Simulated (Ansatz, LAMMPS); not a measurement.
**Mg2+ TFSI- in gamma-butyrolactone from a run at 470 K (110 atoms), the frame at 65 fs of a trajectory (instantaneous temperature 609 K)**

The starting structure: 4 gamma-butyrolactone, 2 Mg2+, 4 TFSI- placed at random, at 1.5 g/cm³; overlaps pushed apart, then 10 ps at 550 K with divalent ions of Li, Roberts, Chakravorty and Merz (J. Chem. Theory Comput. 9, 2733 (2013)); MMFF94 bonds, angles, torsions, charges and radii (Halgren, J. Comput. Chem. 17, 490 (1996)) in harmonic and 12-6 forms; charges of ions scaled by 0.8. Snapshot after 30 ps at 470 K and fixed volume.

Geometry: the frame at 65 fs of a trajectory (instantaneous temperature 609 K). Computed with Ansatz 0.2.0: Kohn-Sham DFT, PBE+D4, PAW (set soft_2), plane waves; cutoff 420 eV, Γ point, fermi-dirac smearing of 0.025 eV; density 1.50 g/cm³.

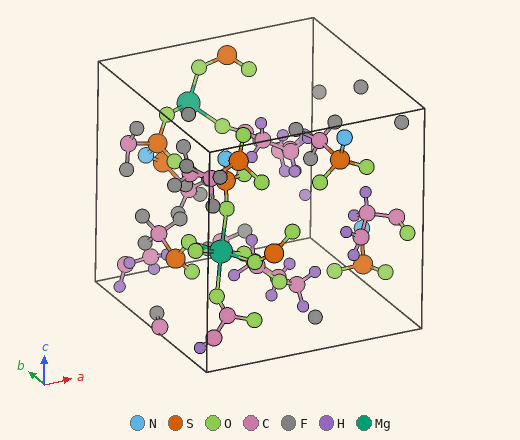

The structure (nitrogen blue, sulfur orange, oxygen green, carbon pink, fluorine grey, hydrogen purple, magnesium teal). Bonds to atoms that aren't drawn are left out. Some periodic images of atoms are drawn too.

Cell vectors (Å):

```
11.872 0.000 0.000
0.000 11.872 0.000
0.000 0.000 11.872
```

Positions in Å, forces in eV/Å:

```csv
atom,x,y,z,fx,fy,fz
N1,11.411,5.556,3.211,0.920,-1.658,-2.511
S2,11.020,4.629,1.724,-0.276,2.679,2.143
O3,9.588,4.913,1.535,1.484,-0.465,-0.160
O4,11.565,3.298,1.741,-0.469,-0.546,-0.073
C5,0.192,5.361,0.200,-1.277,1.221,-1.113
F6,11.122,5.334,10.980,1.736,0.233,1.634
F7,1.157,4.496,11.831,-0.062,0.673,-0.119
F8,0.701,6.666,0.305,-0.988,-2.186,-0.154
S9,1.136,5.602,3.593,-5.554,1.326,1.827
O10,2.128,5.748,2.638,3.259,-0.492,-3.770
O11,1.429,4.790,4.769,0.173,-0.752,0.481
C12,1.093,7.323,4.241,0.109,0.516,1.831
F13,0.223,7.426,5.316,0.404,0.151,-1.478
F14,0.877,8.344,3.357,-0.246,-1.119,0.618
F15,2.344,7.475,4.727,0.030,0.541,-0.175
N16,2.387,11.263,6.580,0.913,1.502,-2.051
S17,2.433,10.157,7.676,0.043,0.471,0.852
O18,3.139,10.552,8.918,-0.086,0.123,-0.322
O19,2.715,8.872,7.179,1.303,-2.080,-0.748
C20,0.648,9.810,8.161,-0.344,-0.428,-0.418
F21,11.712,10.852,8.309,-0.201,-0.152,-0.006
F22,0.706,9.071,9.276,-0.003,0.381,0.372
F23,0.129,8.983,7.202,0.272,0.835,0.332
S24,3.645,11.862,5.700,-2.285,-1.364,2.745
O25,4.790,0.269,6.527,0.917,0.428,0.985
O26,3.146,1.059,4.886,-0.087,0.268,-0.558
C27,4.425,10.594,4.597,-1.382,-3.080,0.941
F28,5.360,11.159,3.931,1.355,0.654,-0.730
F29,3.539,9.975,3.747,0.927,0.466,1.212
F30,4.997,9.592,5.466,-1.113,1.592,-1.798
N31,2.861,3.771,9.402,0.311,0.230,-0.677
S32,3.194,4.346,7.910,1.384,-0.477,1.968
O33,2.806,3.459,6.838,-0.651,-0.954,-1.147
O34,4.517,4.929,7.753,-0.670,0.060,0.430
C35,1.897,5.642,8.006,0.347,1.114,0.856
F36,2.107,6.493,7.020,0.122,0.154,0.080
F37,1.843,6.287,9.215,0.640,-0.076,-0.778
F38,0.742,5.065,7.858,-1.747,-0.928,-0.398
S39,2.813,2.282,9.904,0.299,-0.865,-4.800
O40,3.013,2.220,11.289,0.421,-0.450,2.811
O41,3.623,1.375,8.965,-1.173,1.349,1.750
C42,0.954,1.637,9.603,1.569,-1.222,-0.755
F43,0.924,1.333,8.232,-0.887,1.567,1.561
F44,0.006,2.420,10.126,0.358,-0.003,-1.203
F45,0.825,0.429,10.185,0.169,0.169,0.560
N46,7.706,0.476,10.939,-0.400,0.077,-0.344
S47,7.828,1.149,9.445,-1.229,-0.481,0.200
O48,6.617,0.922,8.553,1.811,0.373,1.204
O49,9.147,0.841,8.913,-0.551,0.523,-0.159
C50,7.726,3.151,9.670,-0.994,0.173,0.384
F51,6.572,3.460,10.368,1.355,-0.571,0.080
F52,7.554,3.736,8.488,0.369,-0.445,-0.533
F53,8.831,3.662,10.232,-0.685,-0.538,0.169
S54,6.711,11.088,11.197,-0.937,2.125,-0.371
O55,7.262,9.827,10.852,0.702,-1.639,-0.522
O56,5.324,11.388,10.688,0.983,-0.481,0.648
C57,6.445,10.967,1.239,-1.096,-1.174,-1.117
F58,6.140,0.306,1.634,0.617,0.516,0.960
F59,7.429,10.315,1.888,-0.063,1.176,-0.257
F60,5.329,10.182,1.398,0.785,0.290,-0.367
O61,1.536,1.950,2.990,0.154,0.506,0.865
C62,1.585,0.904,2.374,0.869,-0.276,-0.343
C63,0.482,0.193,1.685,-1.518,-0.642,0.773
C64,1.080,10.762,1.160,-0.147,0.511,-2.679
C65,2.610,11.041,1.155,-3.380,0.931,2.622
O66,2.757,0.278,2.153,0.284,-0.355,-0.330
H67,0.096,0.908,0.927,-0.026,-0.489,0.191
H68,11.521,11.806,2.406,0.615,0.726,-0.562
H69,0.715,10.654,0.081,0.494,-0.260,1.222
H70,0.808,9.836,1.689,0.088,0.476,0.116
H71,3.064,10.193,1.530,1.485,-1.492,0.666
H72,2.996,11.406,0.282,1.060,0.834,-2.481
O73,5.998,10.129,7.906,-1.887,1.017,1.494
C74,6.863,9.344,7.722,4.056,-2.623,-2.726
C75,7.039,7.815,7.907,-1.371,0.193,0.955
C76,8.345,7.349,7.222,1.258,1.490,2.261
C77,9.011,8.696,6.652,-2.162,-1.539,-0.440
O78,7.929,9.764,6.910,0.965,-0.866,-0.001
H79,6.204,7.385,7.334,-0.278,0.088,0.083
H80,6.774,7.524,8.986,0.820,0.283,-1.243
H81,8.165,6.562,6.510,-0.096,-0.085,-0.654
H82,9.063,6.926,7.983,-0.594,0.234,-0.529
H83,9.956,8.975,7.130,-0.551,0.132,0.117
H84,9.210,8.468,5.547,-0.526,1.141,1.105
O85,0.418,2.130,5.588,0.548,0.750,-0.193
C86,11.225,1.559,5.498,-1.304,-0.560,0.448
C87,9.816,2.003,5.810,-1.078,1.387,-1.063
C88,8.901,0.861,5.176,1.193,-0.516,2.274
C89,9.907,11.514,5.249,-1.421,1.887,1.567
O90,11.158,0.276,5.186,2.695,-0.808,-0.609
H91,9.639,3.038,5.295,0.206,-1.522,1.195
H92,9.746,2.054,6.935,-0.178,0.143,-0.925
H93,8.605,1.050,4.185,-0.088,0.558,-1.637
H94,7.968,0.647,5.716,0.257,0.134,0.280
H95,9.833,11.041,6.271,-0.031,0.033,-1.189
H96,9.889,10.878,4.392,-0.378,-0.989,-0.400
O97,3.946,3.739,4.076,-0.430,-0.909,-0.354
C98,4.764,3.909,3.195,2.566,1.454,-0.622
C99,5.317,5.273,2.743,-2.706,-0.882,-2.753
C100,6.477,4.917,1.806,2.093,1.574,0.952
C101,6.715,3.396,2.000,-0.039,1.620,-2.168
O102,5.519,2.957,2.576,-2.088,-1.803,1.821
H103,5.478,5.867,3.624,0.099,0.686,0.257
H104,4.429,5.674,2.021,1.689,-0.325,2.079
H105,7.415,5.530,2.099,-1.238,-1.011,-0.505
H106,6.266,5.196,0.766,-0.078,-0.243,0.104
H107,6.822,2.906,1.003,-0.024,0.071,0.661
H108,7.595,3.185,2.595,0.127,-0.255,0.566
Mg109,2.244,2.922,4.867,-0.361,-0.271,-0.039
Mg110,4.904,11.642,8.735,-0.270,0.532,-0.249
```

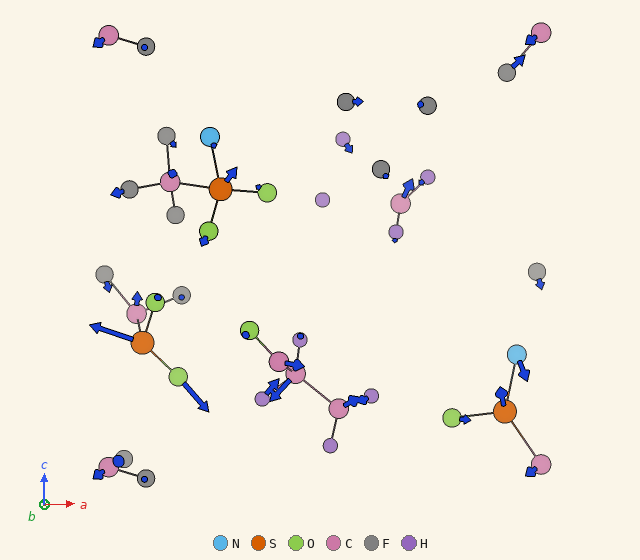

The forces as arrows, the longest 6.00 eV/Å. Drawn is a slice 4 Å thick, seen along the normal of the ac plane. Bonds to atoms that aren't drawn are left out.

The network of contacts between molecules at the start is that of the classical potential that made the cell. The density was typed from a rule of thumb and may lie off the real one at this temperature. Only the Γ point is sampled, in a cell whose shortest periodic width is 12 Å.

The r.m.s. force component is 1.21 eV/Å; the longest force, 6.00 eV/Å, acts on S9. The energy lies 17.8 meV/atom below that of the first step of this run.

[Logs are printed without paths, hosts, clocks, repeated set-up lines and the standing remarks that a program may print on its own settings, such as how far it seeks lower states.]

[Hosts, paths, dates, database ids (printed as entryN), source tags and the programs' standing remarks are cut or masked in the printed files.]

[The MMFF94 radii named for the starting cell were scaled by 0.96; in molecules described by MMFF94, hydrogen bound to N, O or S took a small fixed 12-6 site in their place.]
